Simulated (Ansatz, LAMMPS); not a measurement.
# Which site? Cd in place of Zn in amorphous Zn22Hg13S35 (70 atoms), part 2 of 3

Aim: make Cd in place of Zn at several sites of amorphous Zn22Hg13S35 (70 atoms), relax each, and compare their energies.

Ansatz 0.2.0; Kohn-Sham DFT, PBE, PAW (set soft_2, large core), plane waves.

The cell: 22 Zn, 13 Hg and 35 S. The quench rate of 100 K/ps is orders of magnitude faster than experiment. The network of bonds at the start is that of the classical potential that made the cell. The Brillouin zone is sampled at Γ only, in a cell whose shortest periodic width is 12 Å. No spin–orbit coupling is included.

So far. Step 2 (Single point at the start): The r.m.s. force at the start is 0.49 eV/Å.

## Step 3: Relaxation

With the cell held, the atoms are moved downhill towards a nearby minimum.

input.yaml reads:

```yaml
crystal:
  lattice:
    - [11.5811, 0.0, 0.0]
    - [0.0, 11.5811, 0.0]
    - [0.0, 0.0, 11.5811]
  atoms:
    [... the 70 atom lines of step 2 ...]
kpoints:
  mp_grid: { grid: [1, 1, 1] }
hamiltonian:
  xc: pbe
  pseudopotentials: { kind: paw, core: large }
scf:
  occupations: { method: fermi_dirac, width: 0.05 }
output:
  forces: true
relax:
  f_tol: 0.05
  max_steps: 120
```

On the command line:

```
$ ansatz run input.yaml --threads 4 --pin off --max-ram 8192MiB --backend cpu --events-out ev --progress --plain --runs-dir out
```

Numbers of over 12 decimals in the logs are rounded to 6 here.

The log of the run:

```text
[...]
Crystal: 70 atoms, lattice volume = 1553.279 Å³
Basis set: ecut = 420 eV, 30551 PW (Γ), exchange–correlation on 160×160×160 points (8 copies of the dense FFT grid, shifted against one another)
Bands: 385, of which v1, the nominal top of the filled ones, is band 315 counted from 1 (314 counted from 0)
Symmetry: 1 space group operations
[...]
k-points: 1
[...]
SCF iter   1: F=—  HF=-247726.557456 eV  |F-HF|=—  |Δ(HF+E_count)|=         —  Δρ=4.06e-2  dr2=5.09e1  ethr=3.10e-3  ⟨swp⟩=7.0  Hψ=1494  notcnv=0  defer=17
[...]
SCF iter   9: F=—  HF=-247716.607833 eV  |F-HF|=—  |Δ(HF+E_count)|=   1.00e-4  Δρ=7.00e-5  dr2=1.27e-4  ethr=1.37e-7  ⟨swp⟩=2.0  Hψ=613  notcnv=0  defer=51
SCF iter  10: F=-247716.607793 eV  HF=-247716.607821 eV  |F-HF|=2.74e-5  |Δ(HF+E_count)|=   1.25e-5  Δρ=3.43e-5  dr2=3.28e-5  ethr=9.92e-9  ⟨swp⟩=2.0  Hψ=1317  notcnv=0
SCF 1 converged in 10 iterations: F = -247716.607793 eV  dr2 = 3.28e-5
[...]
relax step   1: F+E_penalty+E_count = -247716.60779342 eV  Δ(F+E_penalty+E_count) = +0.000e0 eV  max|allowed force component| = 1.631e0 eV/Å  Δτ_max = 0.0000 Å  (10 SCF iters, dr2 threshold 6.25e-5 eV, accepted)
[...]
relax step   2: F+E_penalty+E_count = -247720.26170773 eV  Δ(F+E_penalty+E_count) = -3.654e0 eV  max|allowed force component| = 9.160e-1 eV/Å  Δτ_max = 0.1960 Å  (7 SCF iters, dr2 threshold 1.00e-4 eV, accepted)
[...]
relax step   3: F+E_penalty+E_count = -247722.90628836 eV  Δ(F+E_penalty+E_count) = -2.645e0 eV  max|allowed force component| = 9.197e-1 eV/Å  Δτ_max = 0.1994 Å  (9 SCF iters, dr2 threshold 5.24e-5 eV, accepted)
relax step   4: F+E_penalty+E_count = -247724.11256249 eV  Δ(F+E_penalty+E_count) = -1.206e0 eV  max|allowed force component| = 8.986e-1 eV/Å  Δτ_max = 0.2000 Å  (7 SCF iters, dr2 threshold 1.00e-4 eV, accepted)
relax step   5: F+E_penalty+E_count = -247725.14213684 eV  Δ(F+E_penalty+E_count) = -1.030e0 eV  max|allowed force component| = 6.629e-1 eV/Å  Δτ_max = 0.1958 Å  (7 SCF iters, dr2 threshold 1.00e-4 eV, accepted)
relax step   6: F+E_penalty+E_count = -247726.08562856 eV  Δ(F+E_penalty+E_count) = -9.435e-1 eV  max|allowed force component| = 9.089e-1 eV/Å  Δτ_max = 0.1940 Å  (8 SCF iters, dr2 threshold 1.00e-4 eV, accepted)
relax step   7: F+E_penalty+E_count = -247726.88746124 eV  Δ(F+E_penalty+E_count) = -8.018e-1 eV  max|allowed force component| = 7.600e-1 eV/Å  Δτ_max = 0.2000 Å  (8 SCF iters, dr2 threshold 1.00e-4 eV, accepted)
relax step   8: F+E_penalty+E_count = -247727.50020451 eV  Δ(F+E_penalty+E_count) = -6.127e-1 eV  max|allowed force component| = 2.995e-1 eV/Å  Δτ_max = 0.1952 Å  (8 SCF iters, dr2 threshold 1.00e-4 eV, accepted)
relax step   9: F+E_penalty+E_count = -247728.06188211 eV  Δ(F+E_penalty+E_count) = -5.617e-1 eV  max|allowed force component| = 3.285e-1 eV/Å  Δτ_max = 0.2000 Å  (8 SCF iters, dr2 threshold 1.39e-5 eV, accepted)
relax step  10: F+E_penalty+E_count = -247728.57727542 eV  Δ(F+E_penalty+E_count) = -5.154e-1 eV  max|allowed force component| = 3.472e-1 eV/Å  Δτ_max = 0.1948 Å  (7 SCF iters, dr2 threshold 1.68e-5 eV, accepted)
relax step  11: F+E_penalty+E_count = -247728.95438061 eV  Δ(F+E_penalty+E_count) = -3.771e-1 eV  max|allowed force component| = 2.969e-1 eV/Å  Δτ_max = 0.1965 Å  (6 SCF iters, dr2 threshold 1.00e-4 eV, accepted)
relax step  12: F+E_penalty+E_count = -247729.25237025 eV  Δ(F+E_penalty+E_count) = -2.980e-1 eV  max|allowed force component| = 2.189e-1 eV/Å  Δτ_max = 0.1951 Å  (6 SCF iters, dr2 threshold 6.45e-5 eV, accepted)
relax step  13: F+E_penalty+E_count = -247729.52119953 eV  Δ(F+E_penalty+E_count) = -2.688e-1 eV  max|allowed force component| = 2.134e-1 eV/Å  Δτ_max = 0.1985 Å  (7 SCF iters, dr2 threshold 2.60e-5 eV, accepted)
relax step  14: F+E_penalty+E_count = -247729.75835928 eV  Δ(F+E_penalty+E_count) = -2.372e-1 eV  max|allowed force component| = 2.154e-1 eV/Å  Δτ_max = 0.1960 Å  (7 SCF iters, dr2 threshold 2.47e-5 eV, accepted)
relax step  15: F+E_penalty+E_count = -247729.96339947 eV  Δ(F+E_penalty+E_count) = -2.050e-1 eV  max|allowed force component| = 1.601e-1 eV/Å  Δτ_max = 0.2000 Å  (6 SCF iters, dr2 threshold 4.41e-5 eV, accepted)
relax step  16: F+E_penalty+E_count = -247730.08736771 eV  Δ(F+E_penalty+E_count) = -1.240e-1 eV  max|allowed force component| = 1.526e-1 eV/Å  Δτ_max = 0.1949 Å  (7 SCF iters, dr2 threshold 1.42e-5 eV, accepted)
relax step  17: F+E_penalty+E_count = -247730.16022684 eV  Δ(F+E_penalty+E_count) = -7.286e-2 eV  max|allowed force component| = 2.458e-1 eV/Å  Δτ_max = 0.1956 Å  (7 SCF iters, dr2 threshold 1.29e-5 eV, accepted)
relax step  18: F+E_penalty+E_count = -247730.20725255 eV  Δ(F+E_penalty+E_count) = -4.703e-2 eV  max|allowed force component| = 1.507e-1 eV/Å  Δτ_max = 0.1138 Å  (6 SCF iters, dr2 threshold 5.49e-5 eV, accepted)
relax step  19: F+E_penalty+E_count = -247730.27152221 eV  Δ(F+E_penalty+E_count) = -6.427e-2 eV  max|allowed force component| = 1.766e-1 eV/Å  Δτ_max = 0.1928 Å  (7 SCF iters, dr2 threshold 8.55e-6 eV, accepted)
relax step  20: F+E_penalty+E_count = -247730.34695376 eV  Δ(F+E_penalty+E_count) = -7.543e-2 eV  max|allowed force component| = 1.775e-1 eV/Å  Δτ_max = 0.1950 Å  (7 SCF iters, dr2 threshold 1.17e-5 eV, accepted)
relax step  21: F+E_penalty+E_count = -247730.41209227 eV  Δ(F+E_penalty+E_count) = -6.514e-2 eV  max|allowed force component| = 9.386e-2 eV/Å  Δτ_max = 0.1950 Å  (6 SCF iters, dr2 threshold 3.15e-5 eV, accepted)
relax step  22: F+E_penalty+E_count = -247730.45936673 eV  Δ(F+E_penalty+E_count) = -4.727e-2 eV  max|allowed force component| = 9.570e-2 eV/Å  Δτ_max = 0.2000 Å  (11 SCF iters, accepted)
relax step  23: F+E_penalty+E_count = -247730.47791247 eV  Δ(F+E_penalty+E_count) = -1.855e-2 eV  max|allowed force component| = 8.521e-2 eV/Å  Δτ_max = 0.0948 Å  (7 SCF iters, dr2 threshold 2.56e-6 eV, accepted)
relax step  24: F+E_penalty+E_count = -247730.46319228 eV  Δ(F+E_penalty+E_count) = +1.472e-2 eV  max|allowed force component| = 2.264e-1 eV/Å  Δτ_max = 0.2000 Å  (8 SCF iters, dr2 threshold 5.76e-6 eV, rejected (line search))
relax step  25: F+E_penalty+E_count = -247730.51436959 eV  Δ(F+E_penalty+E_count) = -3.646e-2 eV  max|allowed force component| = 9.520e-2 eV/Å  Δτ_max = 0.0978 Å  (10 SCF iters, accepted)
relax step  26: F+E_penalty+E_count = -247730.52865498 eV  Δ(F+E_penalty+E_count) = -1.429e-2 eV  max|allowed force component| = 1.212e-1 eV/Å  Δτ_max = 0.0969 Å  (7 SCF iters, dr2 threshold 7.19e-6 eV, accepted)
relax step  27: F+E_penalty+E_count = -247730.53719570 eV  Δ(F+E_penalty+E_count) = -8.541e-3 eV  max|allowed force component| = 1.465e-1 eV/Å  Δτ_max = 0.0729 Å  (6 SCF iters, dr2 threshold 1.47e-5 eV, accepted)
[...]
relax step  30: F+E_penalty+E_count = -247730.55939597 eV  Δ(F+E_penalty+E_count) = -8.774e-7 eV  max|allowed force component| = 3.639e-2 eV/Å  Δτ_max = 0.0000 Å  (4 SCF iters, accepted)
relax step  31: F+E_penalty+E_count = -247730.56663665 eV  Δ(F+E_penalty+E_count) = -7.241e-3 eV  max|allowed force component| = 6.638e-2 eV/Å  Δτ_max = 0.0912 Å  (9 SCF iters, accepted)
[...]
relax step  46: F+E_penalty+E_count = -247731.42077798 eV  Δ(F+E_penalty+E_count) = -7.137e-2 eV  max|allowed force component| = 1.412e-1 eV/Å  Δτ_max = 0.1906 Å  (7 SCF iters, dr2 threshold 9.38e-6 eV, accepted)
relax step  47: F+E_penalty+E_count = -247731.47986465 eV  Δ(F+E_penalty+E_count) = -5.909e-2 eV  max|allowed force component| = 1.123e-1 eV/Å  Δτ_max = 0.1949 Å  (6 SCF iters, dr2 threshold 1.83e-5 eV, accepted)
relax step  48: F+E_penalty+E_count = -247731.46446590 eV  Δ(F+E_penalty+E_count) = +1.540e-2 eV  max|allowed force component| = 2.283e-1 eV/Å  Δτ_max = 0.2000 Å  (8 SCF iters, dr2 threshold 7.99e-6 eV, rejected (line search))
relax step  49: F+E_penalty+E_count = -247731.52988846 eV  Δ(F+E_penalty+E_count) = -5.002e-2 eV  max|allowed force component| = 6.947e-2 eV/Å  Δτ_max = 0.0980 Å  (10 SCF iters, accepted)
relax step  50: F+E_penalty+E_count = -247731.54727241 eV  Δ(F+E_penalty+E_count) = -1.738e-2 eV  max|allowed force component| = 8.324e-2 eV/Å  Δτ_max = 0.0979 Å  (9 SCF iters, accepted)
relax step  51: F+E_penalty+E_count = -247731.56435747 eV  Δ(F+E_penalty+E_count) = -1.709e-2 eV  max|allowed force component| = 8.099e-2 eV/Å  Δτ_max = 0.0977 Å  (7 SCF iters, dr2 threshold 2.65e-6 eV, accepted)
relax step  52: F+E_penalty+E_count = -247731.61184632 eV  Δ(F+E_penalty+E_count) = -4.749e-2 eV  max|allowed force component| = 1.763e-1 eV/Å  Δτ_max = 0.1992 Å  (8 SCF iters, dr2 threshold 6.21e-6 eV, accepted)
relax step  53: F+E_penalty+E_count = -247731.69150170 eV  Δ(F+E_penalty+E_count) = -7.966e-2 eV  max|allowed force component| = 2.510e-1 eV/Å  Δτ_max = 0.1913 Å  (6 SCF iters, dr2 threshold 2.94e-5 eV, accepted)
relax step  54: F+E_penalty+E_count = -247731.79831822 eV  Δ(F+E_penalty+E_count) = -1.068e-1 eV  max|allowed force component| = 2.007e-1 eV/Å  Δτ_max = 0.1945 Å  (5 SCF iters, dr2 threshold 6.30e-5 eV, accepted)
relax step  55: F+E_penalty+E_count = -247731.88014144 eV  Δ(F+E_penalty+E_count) = -8.182e-2 eV  max|allowed force component| = 1.804e-1 eV/Å  Δτ_max = 0.1971 Å  (6 SCF iters, dr2 threshold 2.58e-5 eV, accepted)
relax step  56: F+E_penalty+E_count = -247731.93471384 eV  Δ(F+E_penalty+E_count) = -5.457e-2 eV  max|allowed force component| = 1.238e-1 eV/Å  Δτ_max = 0.1947 Å  (6 SCF iters, dr2 threshold 2.08e-5 eV, accepted)
relax step  57: F+E_penalty+E_count = -247731.93110727 eV  Δ(F+E_penalty+E_count) = +3.607e-3 eV  max|allowed force component| = 1.612e-1 eV/Å  Δτ_max = 0.2000 Å  (8 SCF iters, dr2 threshold 7.22e-6 eV, rejected (line search))
relax step  58: F+E_penalty+E_count = -247731.96440365 eV  Δ(F+E_penalty+E_count) = -2.969e-2 eV  max|allowed force component| = 7.204e-2 eV/Å  Δτ_max = 0.0975 Å  (10 SCF iters, accepted)
relax step  59: F+E_penalty+E_count = -247731.96964652 eV  Δ(F+E_penalty+E_count) = -5.243e-3 eV  max|allowed force component| = 6.810e-2 eV/Å  Δτ_max = 0.1000 Å  (9 SCF iters, accepted)
[...]
relax step  60: F+E_penalty+E_count = -247731.97447285 eV  Δ(F+E_penalty+E_count) = -4.826e-3 eV  max|allowed force component| = 4.027e-2 eV/Å  Δτ_max = 0.0334 Å  (8 SCF iters, accepted)
SCF converged after 8 iterations
Free energy (F): -247731.974473 eV
[...]
Internal energy: -247731.974326 eV  (E = F + TS)
E sigma→0 (E₀):  -247731.974399 eV
Entropy (-TS):   -0.000147 eV (-0.002 meV/atom)
Fermi energy:    6.815203 eV
[...]
Σ components = -247731.974473   (vs F -247731.974473, Δ=0.00e0)
--- Forces (eV/Å), atoms counted from 1 ---
  atom   1  Zn     0.00762838     0.00002069    -0.00914600
  atom   2  Zn     0.00468813    -0.00124402     0.00232190
  atom   3  Zn    -0.00252535     0.02457214    -0.00354134
  atom   4  Zn    -0.00314420     0.01218870     0.01789026
[...]
atom  70  S      0.01535403     0.00143411     0.04026589
  max |Σ_I F_I| component: 3.40e-5 eV/Å
--- Relaxed structure (60 steps of the walk, 57 accepted, 0 SCFs on fresh bases) ---
  F+E_penalty+E_count = -247731.97447285 eV   max|allowed force component| = 4.027e-2 eV/Å
  atoms:
    - { symbol: Zn, position: [0.691841, 0.529930, 0.966347] }
    - { symbol: Zn, position: [0.309053, 0.829614, 0.442431] }
    - { symbol: Zn, position: [0.191577, 0.127540, 0.582693] }
    - { symbol: Zn, position: [0.578126, 0.724007, 0.694461] }
[...]
- { symbol: S, position: [0.632670, 0.580861, 0.146145] }
```

Run time: 10 min. Hardware: 4 threads of Arm Neoverse V2, shared host; peak memory 2 GiB; 40 min of CPU time.

The relaxation converged after 60 steps, 15.4 eV below its start, with a largest force component of 0.040 eV/Å.

## Step 4: Single point at the relaxed geometry

The electronic structure is read at the final geometry, in a run of its own.

input.yaml reads:

```yaml
crystal:
  lattice:
    - [11.5811, 0.0, 0.0]
    - [0.0, 11.5811, 0.0]
    - [0.0, 0.0, 11.5811]
  atoms:
    - { symbol: Zn, position: [0.69184, 0.52993, 0.96635] }
    - { symbol: Zn, position: [0.30905, 0.82961, 0.44243] }
    - { symbol: Zn, position: [0.19158, 0.12754, 0.58269] }
    - { symbol: Zn, position: [0.57813, 0.72401, 0.69446] }
    - { symbol: Zn, position: [0.05159, 0.01631, 0.2859] }
    - { symbol: Zn, position: [0.02487, 0.01852, 0.88966] }
    [... 58 atom lines left out ...]
    - { symbol: S, position: [0.76925, 0.27863, 0.59511] }
    - { symbol: S, position: [0.02588, 0.05884, 0.684] }
    - { symbol: S, position: [0.07928, 0.82199, 0.86374] }
    - { symbol: S, position: [0.55597, 0.66744, 0.88374] }
    - { symbol: S, position: [0.76141, 0.81622, 0.70278] }
    - { symbol: S, position: [0.63267, 0.58086, 0.14614] }
kpoints:
  mp_grid: { grid: [1, 1, 1] }
hamiltonian:
  xc: pbe
  pseudopotentials: { kind: paw, core: large }
scf:
  occupations: { method: fermi_dirac, width: 0.05 }
output:
  forces: true
  stress: true
  populations: intrinsic
  dos:
    method: { smearing: { sigma: 0.08 } }
    de: 0.1
    projected: { site_lists: { Hg: [Hg], S: [S], Zn: [Zn] } }
  eigenvalues: true
  write_density: true
  write_potential: true
  volumetric_format: npy
  elf: true
```

The log of the run:

```text
[...]
Crystal: 70 atoms, lattice volume = 1553.279 Å³
Basis set: ecut = 420 eV, 30551 PW (Γ), exchange–correlation on 160×160×160 points (8 copies of the dense FFT grid, shifted against one another)
Bands: 385, of which v1, the nominal top of the filled ones, is band 315 counted from 1 (314 counted from 0)
Symmetry: 1 space group operations
[...]
k-points: 1
[...]
SCF iter   1: F=—  HF=-247743.801446 eV  |F-HF|=—  |Δ(HF+E_count)|=         —  Δρ=4.08e-2  dr2=4.67e1  ethr=3.10e-3  ⟨swp⟩=6.0  Hψ=1618  notcnv=0  defer=19
[...]
SCF iter  13: F=-247731.974469 eV  HF=-247731.974468 eV  |F-HF|=7.54e-8  |Δ(HF+E_count)|=   3.98e-8  Δρ=1.88e-6  dr2=8.19e-8  ethr=1.59e-11  ⟨swp⟩=14.0  Hψ=3319  notcnv=0
SCF 1 converged in 13 iterations: F = -247731.974469 eV  dr2 = 8.19e-8
[...]
SCF converged after 13 iterations
Free energy (F): -247731.974469 eV
[...]
Internal energy: -247731.974321 eV  (E = F + TS)
E sigma→0 (E₀):  -247731.974395 eV
Entropy (-TS):   -0.000147 eV (-0.002 meV/atom)
Fermi energy:    6.815209 eV
[...]
--- Forces (eV/Å), atoms counted from 1 ---
  atom   1  Zn     0.00792153    -0.00029404    -0.00970813
  atom   2  Zn     0.00492124    -0.00102177     0.00230176
  atom   3  Zn    -0.00280609     0.02452084    -0.00340278
  atom   4  Zn    -0.00323769     0.01175530     0.01754491
  atom   5  Zn    -0.00312786     0.01034774     0.00053601
  atom   6  Zn    -0.00358921    -0.01011584     0.00714386
  atom   7  Zn    -0.00831925    -0.00454435     0.00478897
  atom   8  Zn    -0.00105460    -0.00140783     0.00363688
  atom   9  Zn    -0.00668481     0.00576016    -0.00055847
  atom  10  Zn     0.00168512     0.00477263    -0.01406192
  atom  11  Zn    -0.00018328    -0.00741941    -0.00495537
  atom  12  Zn     0.00648185     0.00308977    -0.00686613
  atom  13  Zn     0.00213997    -0.00759933     0.00700569
  atom  14  Zn    -0.00746235     0.00100091     0.00302044
[...]
atom  69  S      0.00002658    -0.00433251    -0.01030382
  atom  70  S      0.01533820     0.00136370     0.04111150
  max |Σ_I F_I| component: 3.36e-5 eV/Å
--- Stress (GPa, compression-positive) ---
        2.220051       0.124090      -0.453268
        0.124090       1.634315       0.116526
       -0.453268       0.116526       1.737698
  P = ⅓ Tr σ = 1.8640 GPa (18.640 kbar)
--- Band table (eV) ---
[...]
--- intrinsic populations: 70 sites ---
  site symbol       q [e]
     0     Zn     10.7511
     1     Zn     10.7634
     2     Zn     10.7924
[...]
69      S      7.2875
  spilling = -0.000000 (of n_electrons = 630.000000)
```

Wall time 27 s (4 threads); peak memory 2 GiB; 1.7 min of CPU time.

Numbers from this run:

| Quantity | Value |
| --- | --- |
| free energy | -247731.9745 eV |
| free energy per atom | -3539.0282 eV/atom |
| SCF cycles | 13 |
| pressure | 1.864 GPa |
| r.m.s. force component | 0.00907 eV/Å |
| longest force | 0.0439 eV/Å |
| Fermi energy | 6.815 eV |
| gap (highest filled to lowest empty level) | 0.9577 eV |

Intrinsic-atomic-orbital charges by element:

```tsv
element	coordination	atoms	mean charge (e)	spread	least	most
Hg	all	13	0.903	0.199	0.368	1.06
S	all	35	-1.11	0.214	-1.29	-0.117
Zn	all	22	1.23	0.0196	1.15	1.25
```

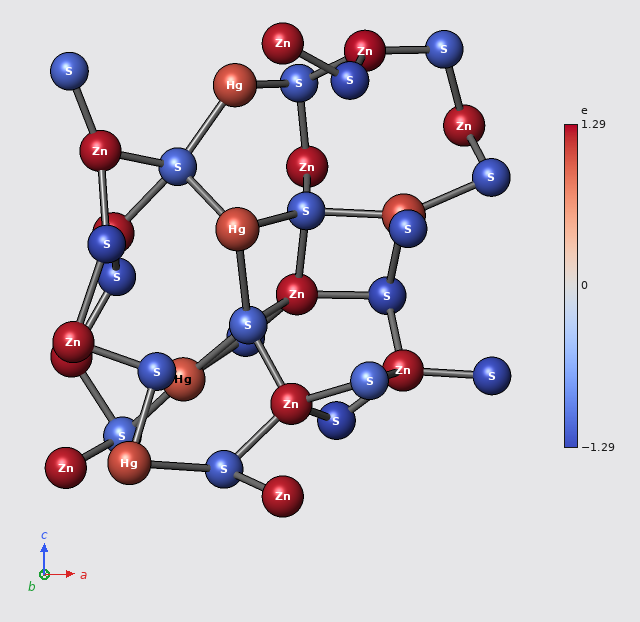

Atoms coloured by intrinsic-atomic-orbital charge. Drawn is a slice 6 Å thick, seen along the normal of the ac plane.

Density of states as counts of states in windows of 1 eV (from the Fermi level), total and the larger projections:

```tsv
from (eV)	to (eV)	total	Zn d	S p	Hg d	Zn s	S s
-14	-13	39.4	0.7	0.5	1.1	3.3	32.3
-13	-12	23.8	0.9	0.3	0.5	0.7	21.1
-12	-11	2.0	0.1	0.3	0.0	0.1	1.6
-11	-9	0.0	0.0	0.0	0.0	0.0	0.0
-9	-8	7.2	0.9	1.3	4.4	0.2	0.2
-8	-7	204.2	123.7	16.8	59.9	1.7	0.8
-7	-6	142.1	81.1	5.6	51.7	1.1	1.7
-6	-5	35.2	3.9	16.3	4.6	4.6	1.4
-5	-4	31.5	2.1	18.7	2.1	2.8	1.5
-4	-3	38.2	1.9	30.3	1.4	1.2	0.9
-3	-2	51.8	2.4	44.2	1.5	0.6	0.5
-2	-1	44.6	1.6	38.2	1.5	0.4	0.4
-1	0	5.3	0.2	4.0	0.2	0.1	0.1
0	1	5.0	0.0	2.1	0.1	0.5	0.5
1	2	21.5	0.1	7.7	0.3	2.6	1.0
2	3	26.8	0.1	6.3	0.1	6.5	0.8
3	4	32.7	0.1	5.7	0.1	7.5	0.7
4	5	39.2	0.1	3.3	0.1	3.6	0.3
```

The curve was stored every 0.10 eV, coarse against its broadening of 0.08 eV, so these counts are rough.

Between -17 and -14 eV lie 5 more states.

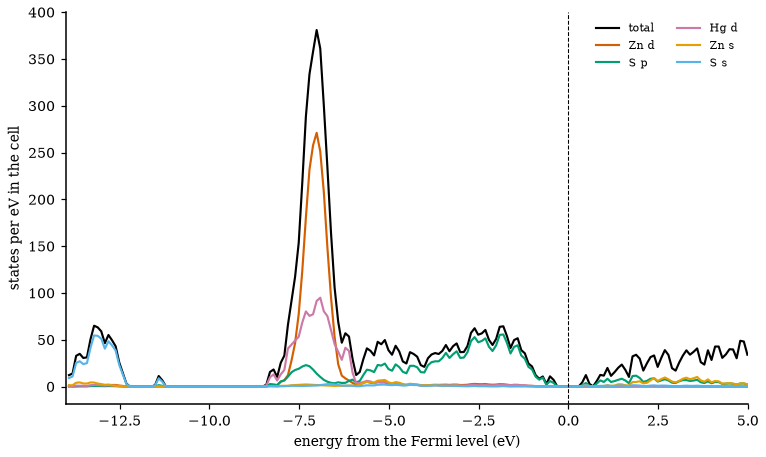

Total and projected density of states, with the broadening of the input.

The levels nearest the highest filled one (over half full), pooled over k-points and spins:

```tsv
level less the highest filled one (eV)	occupation
-0.719	2
-0.670	2
-0.557	2
-0.476	2
-0.267	2
0	2
0.958	0
1.35	0
1.52	0
1.61	0
1.79	0
1.88	0
```

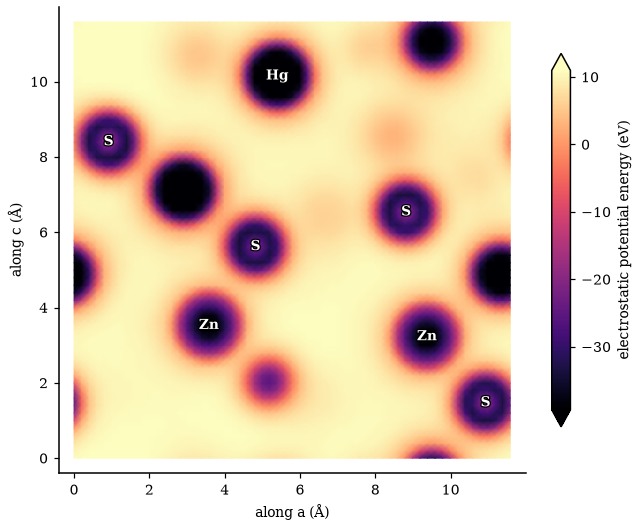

Electrostatic potential energy in the ac plane at fractional y = 0.830, with atoms of Zn and Hg and S within 0.2 Å of it. With pseudopotentials it is smooth inside the atoms' cores, unlike the true potential. The map starts off the cell's origin, so that atoms lie inside it.

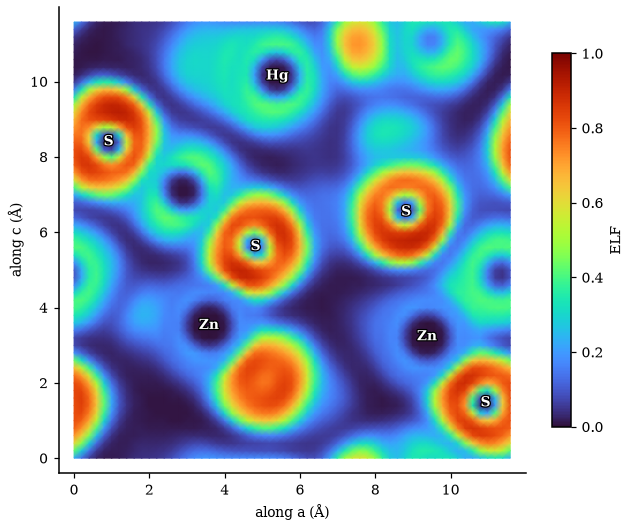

ELF in the ac plane at fractional y = 0.830, with atoms of Zn and Hg and S within 0.2 Å of it. It is the smooth field of the valence electrons, not physical close to the nuclei. The map starts off the cell's origin, so that atoms lie inside it.

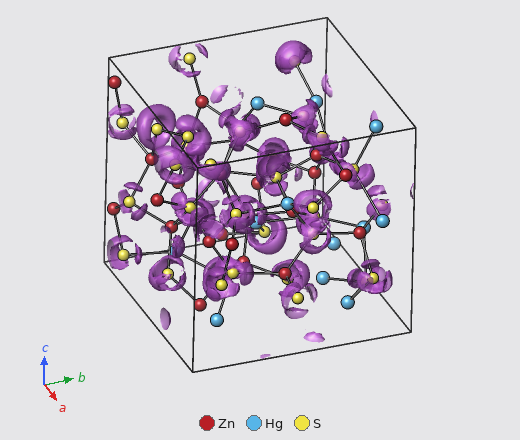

Surface of ELF = 0.85. Bonds to atoms that aren't drawn are left out.

Between filled and empty levels lie 0.958 eV (at Γ alone); a semilocal functional tends to put such gaps too low. In a disordered cell it changes from sample to sample, and tail or defect levels can set it. Mean intrinsic-atomic-orbital charges: Hg +0.90, S -1.11, Zn +1.23 e. The largest share in the top eV of filled states is S p (86 % of the projected weight), and in the lowest eV of empty states S p (46 % of the projected weight).

[end of part 2 of 3]

[Logs are printed without paths, hosts, clocks, repeated set-up lines and the standing remarks that a program may print on its own settings, such as how far it seeks lower states.]

[Hosts, paths, dates, database ids (printed as entryN), source tags and the programs' standing remarks are cut or masked in the printed files.]
